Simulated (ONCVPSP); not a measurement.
# How the radius of the p waves shapes an ONCV potential for Ge, part 2 of 2

One potential is built and tested. Then the radius of the p waves is changed, to learn what it costs or gains.

ONCVPSP 4.0.1; first potential PBEsol, scalar-relativistic. Earlier steps stand in the parts before.

**7. Now with radius of the p waves (bohr) = 1.38**

The input, Ge.dat:

```
# ATOM AND REFERENCE CONFIGURATION
# atsym  z   nc   nv     iexc    psfile
  Ge 32.00    3    5  -116133      upf
#
#   n    l    f
    1    0    2.00
    2    0    2.00
    2    1    6.00
    3    0    2.00
    3    1    6.00
    3    2   10.00
    4    0    2.00
    4    1    0.50
#
# PSEUDOPOTENTIAL AND OPTIMIZATION
# lmax
    2
#
#   l,   rc,      ep,       ncon, nbas, qcut
    0    0.85    0.00    4    7   11.90
    1    1.38    0.00    5    9   15.20
    2    0.70    0.00    3    8   20.20
#
# LOCAL POTENTIAL
# lloc, lpopt,  rc(5),   dvloc0
    4    5    0.60    0.00
#
# VANDERBILT-KLEINMAN-BYLANDER PROJECTORs
# l, nproj, debl
    0    2    2.10
    1    2    3.70
    2    2    2.40
#
# MODEL CORE CHARGE
# icmod, fcfact, rcfact
    0    0.00    0.00
#
# LOG DERIVATIVE ANALYSIS
# epsh1, epsh2, depsh
   -8.00    5.00    0.04
#
# OUTPUT GRID
# rlmax, drl
    6.00    0.01
#
# TEST CONFIGURATIONS
# ncnf
    4
# nvcnf
#   n    l    f
    5
    3    0    2.00
    3    1    6.00
    3    2   10.00
    4    0    2.00
    4    1    2.00
#
    5
    3    0    2.00
    3    1    6.00
    3    2   10.00
    4    0    2.00
    4    1    1.00
#
    5
    3    0    2.00
    3    1    6.00
    3    2   10.00
    4    0    2.00
    4    1    0.00
#
    5
    3    0    2.00
    3    1    6.00
    3    2    9.00
    4    0    2.00
    4    1    3.00
#
```

Launch:

```
oncvpsp.x < Ge.dat > Ge.out
```

The output, Ge.out (without the consistency checks and plot data):

```text
ONCVPSP  (Optimized Norm-Conservinng Vanderbilt PSeudopotential)
scalar-relativistic version 4.0.1

[... all-electron levels as in step 2 ...]

Begin loop to  construct optimized pseudo wave functions
and semi-local pseudopoentials for all angular momenta

Calculating optimized projector #   1

 for l=   0

    Fraction of norm inside rc  0.842752
    Optimizing pswf for qcut=  11.91 a_B^-1,  ecut=  70.94 Ha
    Residual kinetic energy error=  4.44D-04 Ha

    Energy error per electron        Cutoff
         Ha          eV             Ha
         0.01000     0.27211       52.93
         0.00100     0.02721       65.87
         0.00010     0.00272      150.43
         0.00001     0.00027      193.60

Calculating optimized projector #   2

 for l=   0

    Fraction of norm inside rc  0.042034
    Optimizing pswf for qcut=  11.91 a_B^-1,  ecut=  70.94 Ha
    Residual kinetic energy error=  1.58D-04 Ha

    Energy error per electron        Cutoff
         Ha          eV             Ha
         0.01000     0.27211       42.44
         0.00100     0.02721       59.96
         0.00010     0.00272       74.79
         0.00001     0.00027      171.89

Calculating optimized projector #   1

 for l=   1

    Fraction of norm inside rc  0.985979
    Optimizing pswf for qcut=  15.19 a_B^-1,  ecut= 115.36 Ha
    Residual kinetic energy error=  6.50D-10 Ha

    Energy error per electron        Cutoff
         Ha          eV             Ha
         0.01000     0.27211       43.06
         0.00100     0.02721       53.40
         0.00010     0.00272       62.15
         0.00001     0.00027       69.67

Calculating optimized projector #   2

 for l=   1

    Fraction of norm inside rc  0.093958
    Optimizing pswf for qcut=  15.19 a_B^-1,  ecut= 115.36 Ha
    Residual kinetic energy error=  6.60D-11 Ha

    Energy error per electron        Cutoff
         Ha          eV             Ha
         0.01000     0.27211       33.23
         0.00100     0.02721       46.69
         0.00010     0.00272       58.81
         0.00001     0.00027       69.99

   Wellstate for l =  2  n =  5
     eigenvalue =   0.7984
     asymptotic potential =   1.2984
     half-point radius =  4.0383

Calculating optimized projector #   1

 for l=   2

    Fraction of norm inside rc  0.558299
    Optimizing pswf for qcut=  20.21 a_B^-1,  ecut= 204.15 Ha
    Residual kinetic energy error=  1.40D-05 Ha

    Energy error per electron        Cutoff
         Ha          eV             Ha
         0.01000     0.27211      142.14
         0.00100     0.02721      167.35
         0.00010     0.00272      186.80
         0.00001     0.00027      232.92

Calculating optimized projector #   2

 for l=   2

    Fraction of norm inside rc  0.026004
    Optimizing pswf for qcut=  20.21 a_B^-1,  ecut= 204.15 Ha
    Residual kinetic energy error=  1.51D-06 Ha

    Energy error per electron        Cutoff
         Ha          eV             Ha
         0.01000     0.27211      107.23
         0.00100     0.02721      141.86
         0.00010     0.00272      168.77
         0.00001     0.00027      189.20

Construct Vanderbilt / Kleinmman-Bylander projectors

B matrix Hermiticity error, ll=   0
   1   2    1.1616E-03

  Orthonormal projector coefficients  3.6256E+01  5.7389E+00

B matrix Hermiticity error, ll=   1
   1   2    5.6980E-04

  Orthonormal projector coefficients  1.0978E+01 -4.7129E+00

B matrix Hermiticity error, ll=   2
   1   2   -2.7624E-04

  Orthonormal projector coefficients -2.0498E+01 -4.8960E+00

Pseudoatom total energy -292.059853

Diagnostic tests using Vanderbilt-Kleinman-Bylander pseudopotentials
  1 or more projectors used as specified by nproj input data

   l    rcore       rmatch      e in        delta e   norm test  slope test

   0   0.8510183   0.8768570  -6.7040612  -0.0000308   1.0002986   1.0003198
   0   0.8510183   0.8768570  -0.8991372   0.0000350   1.0001449   1.0001265

   1   1.3815777   1.4235254  -4.7677337  -0.0000758   1.0003853   1.0003520
   1   1.3815777   1.4235254  -0.5663916   0.0000024   1.0000158   1.0000419

   2   0.7027543   0.7240914  -1.6016237  -0.0000973   1.0002260   1.0001326
   2   0.7027543   0.7240914   0.7983763  -0.0001455   1.0005399   1.0005399

 Testing for bound ghosts
   n   l    E NL Schr. Eq   E Basis Diag.   E Cutoff

   1   0       -6.704092       -6.704023    260.97
   2   0       -0.899102       -0.447593    260.97

   2   1       -4.767810       -4.767805    208.49
   3   1       -0.566389       -0.505708    208.49

   3   2       -1.601721       -1.564386    696.51

 Testing for highly-localized positive-energy ghosts
       l    <radius>/rc     E Basis Diag.   E Cutoff

Test configuration 0

   n   l     f        eae           eps        diff
   1   0  2.0000 -403.01144885
   2   0  2.0000  -50.89668181
   2   1  6.0000  -44.55597686
   3   0  2.0000   -6.70406123   -6.70409203   -3.08D-05
   3   1  6.0000   -4.76773373   -4.76780954   -7.58D-05
   3   2 10.0000   -1.60162372   -1.60172105   -9.73D-05
   4   0  2.0000   -0.89913721   -0.89910218    3.50D-05
   4   1  0.5000   -0.56639157   -0.56638921    2.36D-06

    Total energies and differences
      AE_ref= -2.09677555D+03  AE_tst= -2.09677555D+03  dif=  0.00D+00
      PS_ref= -2.92059853D+02  PS_tst= -2.92059853D+02  dif=  3.13D-12
      PSP excitation error= -3.13D-12

Test configuration 1

   n   l     f        eae           eps        diff
   1   0  2.0000 -402.47925915
   2   0  2.0000  -50.36994596
   2   1  6.0000  -44.02854919
   3   0  2.0000   -6.17815540   -6.17827011   -1.15D-04
   3   1  6.0000   -4.24181632   -4.24200418   -1.88D-04
   3   2 10.0000   -1.07721084   -1.07725898   -4.81D-05
   4   0  2.0000   -0.43157489   -0.43154599    2.89D-05
   4   1  2.0000   -0.14321623   -0.14321717   -9.39D-07

    Total energies and differences
      AE_ref= -2.09677555D+03  AE_tst= -2.09729404D+03  dif= -5.18D-01
      PS_ref= -2.92059853D+02  PS_tst= -2.92578411D+02  dif= -5.19D-01
      PSP excitation error=  7.10D-05

Test configuration 2

   n   l     f        eae           eps        diff
   1   0  2.0000 -402.81481964
   2   0  2.0000  -50.70273372
   2   1  6.0000  -44.36169648
   3   0  2.0000   -6.51055147   -6.51062320   -7.17D-05
   3   1  6.0000   -4.57423367   -4.57436423   -1.31D-04
   3   2 10.0000   -1.40889149   -1.40896460   -7.31D-05
   4   0  2.0000   -0.73106627   -0.73103547    3.08D-05
   4   1  1.0000   -0.41368296   -0.41368388   -9.20D-07

    Total energies and differences
      AE_ref= -2.09677555D+03  AE_tst= -2.09702014D+03  dif= -2.45D-01
      PS_ref= -2.92059853D+02  PS_tst= -2.92304472D+02  dif= -2.45D-01
      PSP excitation error=  3.32D-05

Test configuration 3

   n   l     f        eae           eps        diff
   1   0  2.0000 -403.22436181
   2   0  2.0000  -51.10592045
   2   1  6.0000  -44.76566347
   3   0  2.0000   -6.91266269   -6.91263743    2.53D-05
   3   1  6.0000   -4.97630339   -4.97630415   -7.55D-07
   3   2 10.0000   -1.80910453   -1.80923473   -1.30D-04
   4   0  2.0000   -1.07613442   -1.07609134    4.31D-05

    Total energies and differences
      AE_ref= -2.09677555D+03  AE_tst= -2.09645239D+03  dif=  3.23D-01
      PS_ref= -2.92059853D+02  PS_tst= -2.91736653D+02  dif=  3.23D-01
      PSP excitation error= -4.08D-05

Test configuration 4

   n   l     f        eae           eps        diff
   1   0  2.0000 -402.90718155
   2   0  2.0000  -50.84133928
   2   1  6.0000  -44.49610391
   3   0  2.0000   -6.56918476   -6.57154880   -2.36D-03
   3   1  6.0000   -4.62431295   -4.62422096    9.20D-05
   3   2  9.0000   -1.43755547   -1.43646071    1.09D-03
   4   0  2.0000   -0.51603195   -0.51610310   -7.11D-05
   4   1  3.0000   -0.18988922   -0.18989621   -6.99D-06

    Total energies and differences
      AE_ref= -2.09677555D+03  AE_tst= -2.09620535D+03  dif=  5.70D-01
      PS_ref= -2.92059853D+02  PS_tst= -2.91489954D+02  dif=  5.70D-01
      PSP excitation error=  3.00D-04
```

It took 4.8 s on 1 thread, shared host.

The tests as a table, with energies relative to 3s2 3p6 3d10 4s2 4p0.5.

```tsv
valence configuration	charge	ΔE all-electron (eV)	error AE − PS (meV)
3s2 3p6 3d10 4s2 4p2	0	-14.109	+1.9
3s2 3p6 3d10 4s2 4p1	+1	-6.656	+0.9
3s2 3p6 3d10 4s2 4p0	+2	8.794	-1.1
3s2 3p6 3d9 4s2 4p3	0	15.516	+8.2
```

With this change the loose cutoff stays at 167 Ha, the largest test error goes from +10 to +8.2 meV and there is no bound ghost.

**8. Comparison**

What follows sums up all 2 parts.

Cutoffs, loose and tight: the cutoffs (Ha) at which the residual kinetic energy of the hardest occupied pseudo-wave falls to 1 and 0.1 mHa per electron; empty and scattering waves don't count. The number of plane waves in a given cell goes as the cutoff to the power 3/2; it is given for the loose cutoff, relative to the first potential. Test errors are all-electron less pseudo. The phase difference is the largest within 0.5 Ha of zero, over the channels with partial waves. A dash means not determined. 4 further runs were made in the same way; their inputs and logs are not shown.

```csv
radius of the p waves (bohr),outcome,"cutoff, loose","cutoff, tight","plane waves, relative",bound ghosts,largest test error (meV),phase difference near zero (rad),"swept channel's first wave, loose cutoff"
0.8,generated,167 Ha,187 Ha,1.00,none,+7.4,0.000,83 Ha
0.96,generated,167 Ha,187 Ha,1.00,none,+9.2,0.000,58 Ha
1.1 (first),generated,167 Ha,187 Ha,1.00,none,+10,0.000,61 Ha
1.14,generated,167 Ha,187 Ha,1.00,none,+10,0.000,61 Ha
1.26,generated,167 Ha,187 Ha,1.00,none,+9.3,0.000,58 Ha
1.38,generated,167 Ha,187 Ha,1.00,none,+8.2,0.000,53 Ha
1.6,"failed: ERROR pspot: first pseudo wave function has node, program will stop",–,–,–,–,–,–,–
```

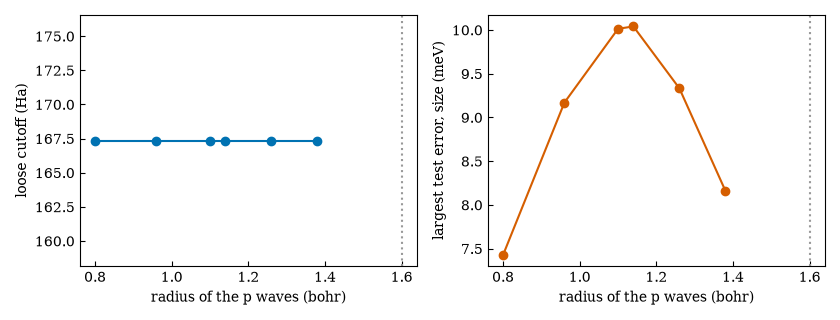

The series at a glance; dotted lines mark runs that failed.

Over this range the loose cutoff stays at 167 Ha. The cutoff of the swept channel's first wave shows no steady trend; it lies between 53 Ha and 83 Ha. The largest test error shows no steady trend; it lies between 7.4 meV and 10 meV. Generation fails at 1.6.

The first potential by itself. The worst unpolarised test, 3s2 3p6 3d9 4s2 4p3, is off by 10 meV on 15.5 eV; by total energies transferability rates as good. It counts as very hard, with 167 Ha needed at the looser tolerance. At the looser tolerance the 3d wave is the slowest; 3s needs 66 Ha. The program's ghost test flags no bound state.
